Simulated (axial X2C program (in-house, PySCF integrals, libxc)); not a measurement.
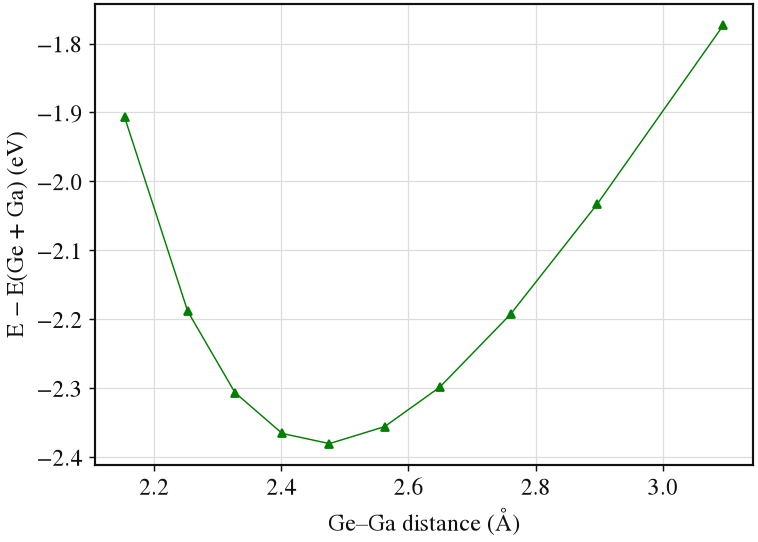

Figure 1. Energy at 10 bond lengths, for one set of occupations held fixed; the line joins the points. A polynomial of degree 6 through 9 points gives rₑ = 2.468 Å, ωₑ = 218.1 cm⁻¹, ωₑxₑ = 0.67 cm⁻¹ and Bₑ = 0.07759 cm⁻¹. The minimum lies 2.38 eV below Ge + Ga, each computed as one determinant at the same level.

**GeGa: relativistic diatomic calculation**

System: GeGa, single determinant with Ω = 3/2.
Method: PBE0, two-component X2C with atomic mean-field Coulomb and Gaunt terms, Ge dyall-cv3z, Ga dyall-cv3z (cores contracted) (axial X2C program (in-house, PySCF integrals, libxc)).

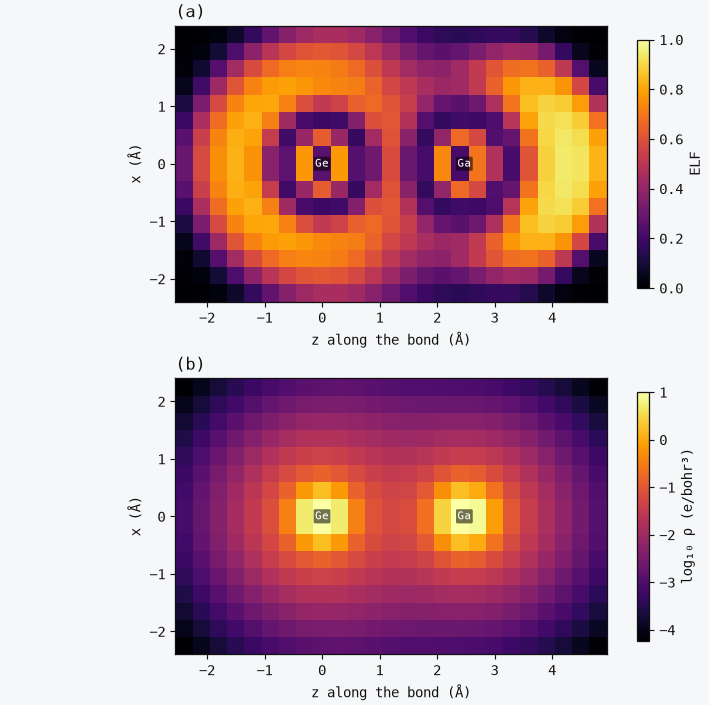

Figure 2. (a) electron localisation function; (b) electron density on a logarithmic scale, in a plane that holds the axis, at 2.48 Å, on points 0.3 Å apart (one half computed, the other mirrored); the structure near the nuclei is finer than these points.

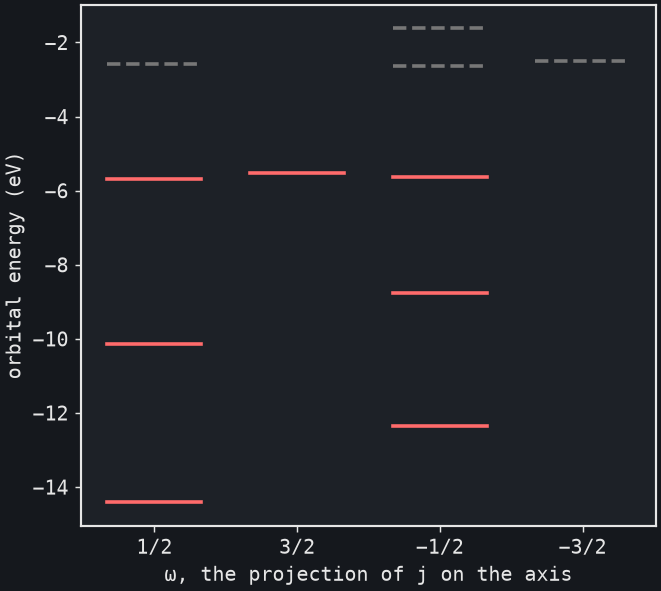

Figure 3. Orbital energies near the frontier at 2.48 Å, filled (solid) and empty (dashed). The highest filled spinor (3/2; 70 % Ge p, 25 % Ga p) lies at −5.52 eV, the lowest empty one (−1/2; 45 % Ge p, 42 % Ga p) at −2.64 eV.

These pictures come from the run below.

### Input file
```
{"zs": [32, 31], "q": 0, "bas": ["dyall-cv3z", "dyall-cv3z"], "levels": ["PBE0", "HF", "BHandHLYP"], "cc": true, "r0": 2.45, "thr": -1.0, "nmax": 90, "npts": 10, "nst": 2, "ntry": 6}
```

The line is the task of a batch: nuclear charges, charge, bases, the levels to run, a first guess of the distance and further settings. This report covers PBE0 with spin-orbit coupling. The log is that of the reference distance 2.476 Å.

The run was one of a batch that the task file lists, launched with:
```bash
python <driver script> task.json out
```

### Log
```
two-component X2C + atomic mean field  PBE0
basis functions 216  fitting functions 1240  grid points 5802
iter        total energy     max residual
   1      -4040.666869099     1.32e+00
   2      -4040.974755632     8.03e-03
   3      -4040.974786276     5.95e-03
   4      -4040.975140883     4.67e-04
   5      -4040.975143588     3.53e-04
   6      -4040.975145445     1.14e-04
   7      -4040.975145577     3.41e-05
   8      -4040.975145597     1.10e-05
   9      -4040.975145601     8.63e-06
  10      -4040.975145603     2.89e-06
converged
one-electron -6052.11211518  Coulomb 1956.26978005  exact exchange -38.22302888  xc functional -117.55687598  nuclear repulsion 212.01284056  atomic mean-field constant -1.36574617
```

### The points of the curve

| R (Å) | E (hartree) | dipole (D; origin at the first atom, positive when the second is positive) | highest filled (eV) | lowest empty (eV) |
| --- | --- | --- | --- | --- |
| 2.154 | −4040.957749 | 0.59 | −5.59 | −2.96 |
| 2.253 | −4040.968091 | 0.76 | −5.63 | −2.82 |
| 2.327 | −4040.972424 | 0.90 | −5.65 | −2.73 |
| 2.402 | −4040.974605 | 1.06 | −5.63 | −2.65 |
| 2.476 | −4040.975146 | 1.24 | −5.52 | −2.64 |
| 2.563 | −4040.974241 | 1.46 | −5.40 | −2.63 |
| 2.649 | −4040.972138 | 1.70 | −5.29 | −2.62 |
| 2.761 | −4040.968244 | 2.01 | −5.16 | −2.61 |
| 2.897 | −4040.962371 | 2.41 | −5.02 | −2.58 |
| 3.095 | −4040.952841 | 2.98 | −4.83 | −2.53 |

### Results in brief

```tsv
quantity	value
outcome	converged
bond length rₑ	2.468 Å
ωₑ	218.1 cm⁻¹
energy at the minimum	−4040.97515 hartree
depth below the fragments	2.38 eV
hardware	1 thread of Arm Neoverse V1, 24 GiB of memory available, shared host
wall time	10 s
peak memory	0.55 GiB
```
